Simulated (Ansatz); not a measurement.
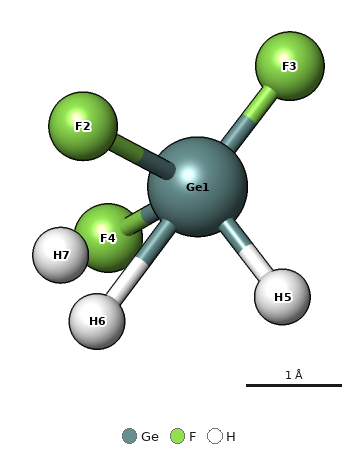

**Figure 1.** The starting structure (ball-and-stick view, seen at a tilt; atoms are numbered from 1 in the order of the input). Sticks mark near contacts.

**Geometry relaxation, with input and output: GeH$_{3}$F$_{3}$ (part 1 of 2)**

- system: GeH$_{3}$F$_{3}$
- method: RHF/def2-SVP (Ansatz 0.2.0)

The input holds or restrains some coordinates. It belongs to a series of runs on one base structure; here: pulled along the bonds that form and break, towards end B. Figures and captions count atoms from 1; the log counts them from 0 in places.

## Input file
```yaml
crystal:
  periodic: [false, false, false]
  atoms:
    - { symbol: Ge, position_ang: [0.0, 0.0, 0.0] }
    - { symbol: F, position_ang: [0.0, 0.0, 2.03] }
    - { symbol: F, position_ang: [1.5842, 0.0, -0.5594] }
    - { symbol: F, position_ang: [-0.7913, 1.3709, -0.5594] }
    - { symbol: H, position_ang: [-0.73, -1.2648, -0.5162] }
    - { symbol: H, position_ang: [-1.7556, 0.0056, 0.5833] }
    - { symbol: H, position_ang: [-1.3158, 0.0042, 1.5287] }
basis:
  gaussian: { orbitals: def2-SVP }
hamiltonian:
  xc: hf
relax:
  f_tol: 0.15
  max_steps: 25
  restrain:
    - { distance: [0, 5], at: 1.55, k: 30.0 }
    - { distance: [6, 1], at: 0.92, k: 30.0 }
    - { distance: [0, 1], at: 2.88, k: 30.0 }
    - { distance: [6, 5], at: 1.86, k: 30.0 }
output:
  orbitals: {}
```

Run as:
```bash
ansatz run input.yaml --threads 1 --pin off --max-ram 2048MiB --backend cpu --events-out ev --progress --plain --runs-dir out
```

## Output
```
The last accepted step is kept in [file] (removed where the run ends without a failure and the disk answers)
Engine: ansatz 0.2.0, aarch64-unknown-linux-gnu
Functional definition: HF
  exchange = exact_x
  correlation = 0
921 factors; integrals over basis functions are off by at most 3.7e-4 eV
mean field evaluation 1: about -64619.9719 eV, gradient 4.2e1 eV
mean field evaluation 2: about -64620.0170 eV, gradient 4.3e1 eV
mean field evaluation 4: about -64623.3479 eV, gradient 2.3e0 eV
mean field evaluation 8: about -64623.3764 eV, gradient 1.1e-1 eV
mean field -64623.37645525 eV, -2374.8652814325 hartree, gradient 2.4e-5 eV, S^2 0.000000; 0 other end points of the search recorded, 0 dependent functions left out
the calculation of the forces begins
reference -64623.37645525 eV, -2374.8652814325 hartree; 31, 31 occupied and 58, 58 virtual orbitals, 921 factors
relax step   1: F+E_penalty+E_count = -64623.37645525 eV  Δ(F+E_penalty+E_count) = +0.000e0 eV  max|allowed force component| = 4.634e0 eV/Å  E_restraint = 25.78026136 eV  max|allowed force component, restraints' pulls added| = 2.384e1 eV/Å  Δτ_max = 0.0000 Å  (36 SCF iters, accepted)
  distance Ge 0 - H 5 = 1.8500 Å
  distance H 6 - F 1 = 1.4081 Å
  distance Ge 0 - F 1 = 2.0300 Å
  distance H 6 - H 5 = 1.0427 Å
these checks for a lower state are left out or cut short: starts, cluster_reference, orbital_swaps, neighbouring_geometries, increment
921 factors; integrals over basis functions are off by at most 5.7e-4 eV
mean field evaluation 16: about -64622.0844 eV, gradient 6.3e-1 eV
mean field -64622.08501771 eV, -2374.8178219785 hartree, gradient 5.8e-5 eV, S^2 0.000000; 0 other end points of the search recorded, 0 dependent functions left out
[... from here on the field's lines of each further geometry are left out, up to the last ...]
relax step   2: F+E_penalty+E_count = -64622.08501771 eV  Δ(F+E_penalty+E_count) = +1.291e0 eV  max|allowed force component| = 3.616e0 eV/Å  E_restraint = 11.72115407 eV  max|allowed force component, restraints' pulls added| = 1.678e1 eV/Å  Δτ_max = 0.1949 Å  (41 SCF iters, accepted)
relax step   3: F+E_penalty+E_count = -64622.64075376 eV  Δ(F+E_penalty+E_count) = -5.557e-1 eV  max|allowed force component| = 3.164e0 eV/Å  E_restraint = 3.65523900 eV  max|allowed force component, restraints' pulls added| = 9.577e0 eV/Å  Δτ_max = 0.1948 Å  (41 SCF iters, accepted)
relax step   4: F+E_penalty+E_count = -64623.64484237 eV  Δ(F+E_penalty+E_count) = -1.004e0 eV  max|allowed force component| = 3.763e0 eV/Å  E_restraint = 0.36815072 eV  max|allowed force component, restraints' pulls added| = 6.365e0 eV/Å  Δτ_max = 0.1943 Å  (33 SCF iters, accepted)
relax step   5: F+E_penalty+E_count = -64624.80664598 eV  Δ(F+E_penalty+E_count) = -1.162e0 eV  max|allowed force component| = 1.406e0 eV/Å  E_restraint = 0.01526096 eV  max|allowed force component, restraints' pulls added| = 1.575e0 eV/Å  Δτ_max = 0.1946 Å  (33 SCF iters, accepted)
relax step   6: F+E_penalty+E_count = -64625.56122569 eV  Δ(F+E_penalty+E_count) = -7.546e-1 eV  max|allowed force component| = 1.580e0 eV/Å  E_restraint = 0.00408709 eV  max|allowed force component, restraints' pulls added| = 1.850e0 eV/Å  Δτ_max = 0.1951 Å  (32 SCF iters, accepted)
relax step   7: F+E_penalty+E_count = -64626.03978986 eV  Δ(F+E_penalty+E_count) = -4.786e-1 eV  max|allowed force component| = 1.640e0 eV/Å  E_restraint = 0.00426782 eV  max|allowed force component, restraints' pulls added| = 1.822e0 eV/Å  Δτ_max = 0.1949 Å  (32 SCF iters, accepted)
relax step   8: F+E_penalty+E_count = -64626.27919552 eV  Δ(F+E_penalty+E_count) = -2.394e-1 eV  max|allowed force component| = 8.901e-1 eV/Å  E_restraint = 0.00670955 eV  max|allowed force component, restraints' pulls added| = 6.224e-1 eV/Å  Δτ_max = 0.2000 Å  (31 SCF iters, accepted)
relax step   9: F+E_penalty+E_count = -64626.37610933 eV  Δ(F+E_penalty+E_count) = -9.691e-2 eV  max|allowed force component| = 6.851e-1 eV/Å  E_restraint = 0.01077044 eV  max|allowed force component, restraints' pulls added| = 3.488e-1 eV/Å  Δτ_max = 0.1999 Å  (31 SCF iters, accepted)
relax step  10: F+E_penalty+E_count = -64626.44086354 eV  Δ(F+E_penalty+E_count) = -6.475e-2 eV  max|allowed force component| = 8.317e-1 eV/Å  E_restraint = 0.01091126 eV  max|allowed force component, restraints' pulls added| = 6.123e-1 eV/Å  Δτ_max = 0.2000 Å  (32 SCF iters, accepted)
relax step  11: F+E_penalty+E_count = -64626.41625150 eV  Δ(F+E_penalty+E_count) = +2.461e-2 eV  max|allowed force component| = 2.154e0 eV/Å  E_restraint = 0.02614297 eV  max|allowed force component, restraints' pulls added| = 2.794e0 eV/Å  Δτ_max = 0.1951 Å  (32 SCF iters, rejected (line search))
relax step  12: F+E_penalty+E_count = -64626.47297981 eV  Δ(F+E_penalty+E_count) = -3.212e-2 eV  max|allowed force component| = 7.391e-1 eV/Å  E_restraint = 0.00789014 eV  max|allowed force component, restraints' pulls added| = 5.076e-1 eV/Å  Δτ_max = 0.0972 Å  (32 SCF iters, accepted)
relax step  13: F+E_penalty+E_count = -64626.50087023 eV  Δ(F+E_penalty+E_count) = -2.789e-2 eV  max|allowed force component| = 6.117e-1 eV/Å  E_restraint = 0.00670458 eV  max|allowed force component, restraints' pulls added| = 3.535e-1 eV/Å  Δτ_max = 0.0998 Å  (31 SCF iters, accepted)
relax step  14: F+E_penalty+E_count = -64626.52749236 eV  Δ(F+E_penalty+E_count) = -2.662e-2 eV  max|allowed force component| = 5.664e-1 eV/Å  E_restraint = 0.00598306 eV  max|allowed force component, restraints' pulls added| = 2.131e-1 eV/Å  Δτ_max = 0.1500 Å  (30 SCF iters, accepted)
relax step  15: F+E_penalty+E_count = -64626.53778471 eV  Δ(F+E_penalty+E_count) = -1.029e-2 eV  max|allowed force component| = 5.845e-1 eV/Å  E_restraint = 0.00846573 eV  max|allowed force component, restraints' pulls added| = 5.023e-1 eV/Å  Δτ_max = 0.1743 Å  (31 SCF iters, accepted)
the calculation of the forces begins
reference -64626.53808415 eV, -2374.9814691518 hartree; 31, 31 occupied and 58, 58 virtual orbitals, 921 factors
relax step  16: F+E_penalty+E_count = -64626.53808415 eV  Δ(F+E_penalty+E_count) = -2.994e-4 eV  max|allowed force component| = 5.647e-1 eV/Å  E_restraint = 0.00631561 eV  max|allowed force component, restraints' pulls added| = 1.851e-2 eV/Å  Δτ_max = 0.0245 Å  (33 SCF iters, accepted)
  distance Ge 0 - H 5 = 1.5381 Å
  distance H 6 - F 1 = 0.9088 Å
  distance Ge 0 - F 1 = 2.8824 Å
  distance H 6 - H 5 = 1.8722 Å
921 factors; integrals over basis functions are off by at most 1.1e-3 eV
mean field evaluation 128: about -64626.5379 eV, gradient 2.9e-1 eV
```

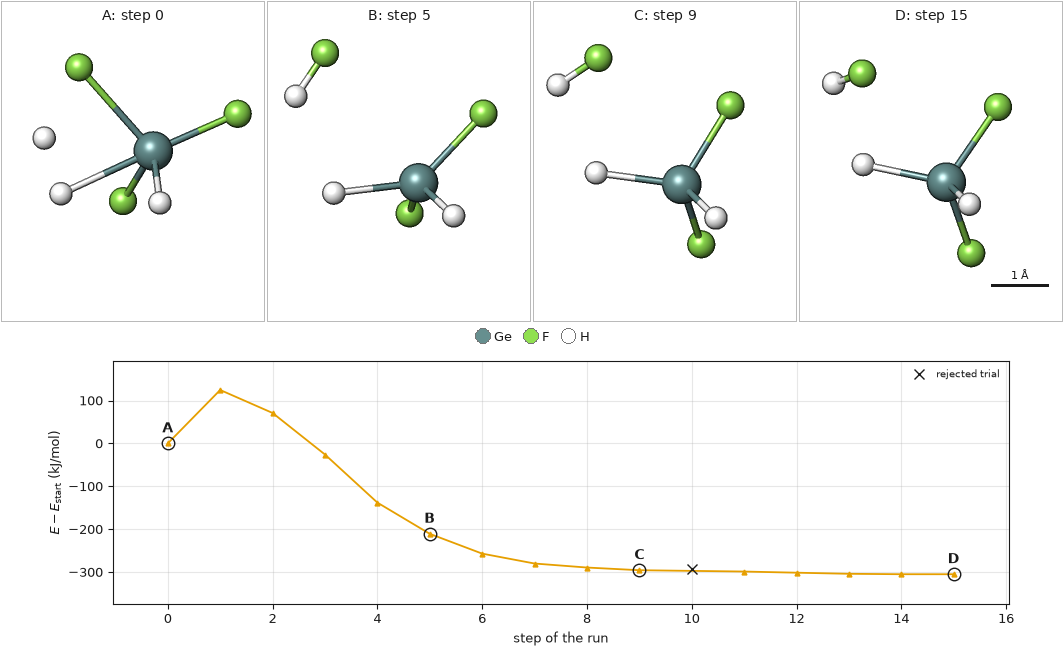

**Figure 2.** Frames of the restrained relaxation (ball-and-stick view, seen at a tilt) above the curves, on which the letters mark them (the first geometry is step 0 here and step 1 in the log).

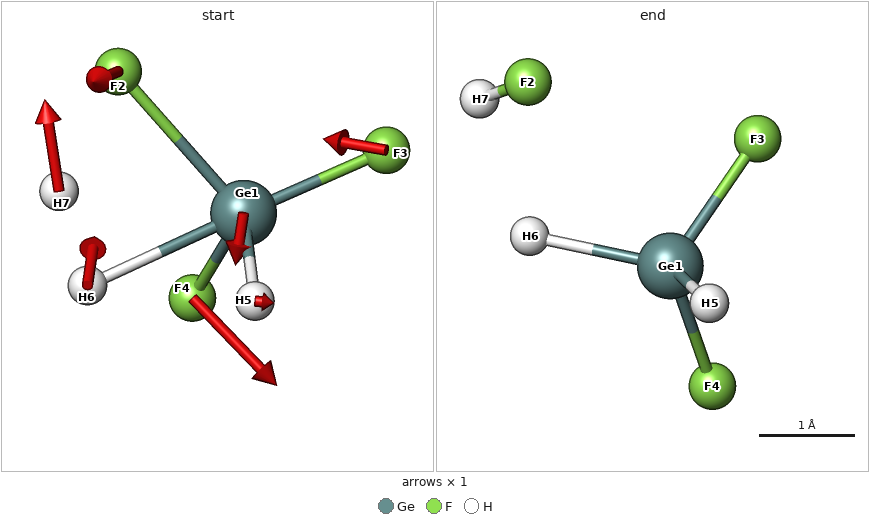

**Figure 3.** Before (left) and after (right) the restrained relaxation, at one scale (ball-and-stick view, seen at a tilt). The red arrows give the displacements, at true length. F4 moves most after the best rigid fit: 1.29 Å. By element the largest moves are F 1.29 Å, H 1.00 Å, Ge 0.58 Å. Among the contacts that change: Ge1–F2 2.030 → 2.882 Å, F2–H7 1.408 → 0.909 Å, Ge1–H6 1.850 → 1.538 Å, Ge1–H5 1.549 → 1.509 Å. New bonds form: F2–H7 (1.41 → 0.91 Å). Bonds break: Ge1–F2 (2.03 → 2.88 Å). Among the angles that change: F3–Ge1–H6 178.9° → 107.5°, H5–Ge1–H6 70.1° → 118.8°, F4–Ge1–H6 69.8° → 106.7°. Over 15 geometry steps the energy falls by 305.1 kJ/mol. Largest force component: 4.6 eV/Å at the start, 0.56 eV/Å at the end. The line search rejected the trial step at point 10 (counted from 0) and went back. (Atoms are counted from 1 in the order of the input.)

```
mean field -64626.53808415 eV, -2374.9814691518 hartree, gradient 5.0e-5 eV, S^2 0.000000; 1 other end points of the search recorded, 0 dependent functions left out
the calculation of the forces begins
reference -64626.53808415 eV, -2374.9814691518 hartree; 31, 31 occupied and 58, 58 virtual orbitals, 921 factors
Total energy: -64626.53808415 eV, -2374.9814691518 hartree
Atom 0 at    -0.407747     0.139757    -0.377741 Å, force    -0.198074     0.185068     0.196452 eV/Å
Atom 1 at    -0.415895    -0.898327     2.311259 Å, force    -0.148357     0.276264     0.084484 eV/Å
Atom 2 at     1.221339     0.551172    -0.063523 Å, force    -0.004876    -0.003803     0.008077 eV/Å
Atom 3 at    -0.791201     1.002758    -1.807199 Å, force    -0.002958    -0.003088    -0.000268 eV/Å
Atom 4 at    -0.527091    -1.336106    -0.668994 Å, force     0.000151    -0.015913    -0.006287 eV/Å
Atom 5 at    -1.264172     0.744638     0.747619 Å, force     0.120872     0.017859    -0.564679 eV/Å
Atom 6 at    -0.823733    -0.087993     2.365579 Å, force     0.233243    -0.456386     0.282221 eV/Å
Dipole moment:    -0.499839    -0.096286     0.359590 e Å
```

## Trajectory as extended XYZ (Å, eV, eV/Å), 16 frames, from step=1 to step=16
```
7
Properties=species:S:1:pos:R:3:forces:R:3 step=1 energy=-64623.37645
Ge    0.0000    0.0000    0.0000   -1.8249  -2.1814   2.3676
F     0.0000    0.0000    2.0300    1.5167   0.1012  -3.0317
F     1.5842    0.0000   -0.5594    0.5694   0.4648   0.4197
F    -0.7913    1.3709   -0.5594    0.8747   1.4071  -0.7443
H    -0.7300   -1.2648   -0.5162    1.3064   0.2531  -0.0418
H    -1.7556    0.0056    0.5833   -0.0291  -0.0892   4.6339
H    -1.3158    0.0042    1.5287   -2.4133   0.0443  -3.6034
7
Properties=species:S:1:pos:R:3:forces:R:3 step=2 energy=-64622.08502
Ge   -0.0697   -0.0252   -0.1146   -1.8606  -1.1552   1.7234
F    -0.0606    0.0007    2.1507   -2.0699  -0.0667  -2.7620
F     1.5760    0.0057   -0.5517   -0.3189   0.4168   0.7607
F    -0.7890    1.4025   -0.5786    1.1103   2.2983  -1.5676
H    -0.7236   -1.2761   -0.5268    1.1010  -1.3439  -1.0907
H    -1.7517    0.0039    0.4505    0.3156  -0.2251   3.6163
H    -1.1899    0.0044    1.6774    1.7226   0.0758  -0.6801
7
Properties=species:S:1:pos:R:3:forces:R:3 step=3 energy=-64622.64075
Ge   -0.1452   -0.0371   -0.2370   -1.4452  -0.6333   1.2398
F    -0.1484    0.0030    2.2585   -2.6221  -0.0954  -1.8286
F     1.5615    0.0104   -0.5375   -1.2452   0.3308   0.8822
F    -0.7750    1.4436   -0.6080    1.0729   3.1641  -2.2019
H    -0.7123   -1.3070   -0.5520    0.9472  -2.6204  -1.9808
H    -1.7346   -0.0029    0.3656    0.7366  -0.2445   2.4349
H    -1.0545    0.0059    1.8176    2.5557   0.0988   1.4544
```
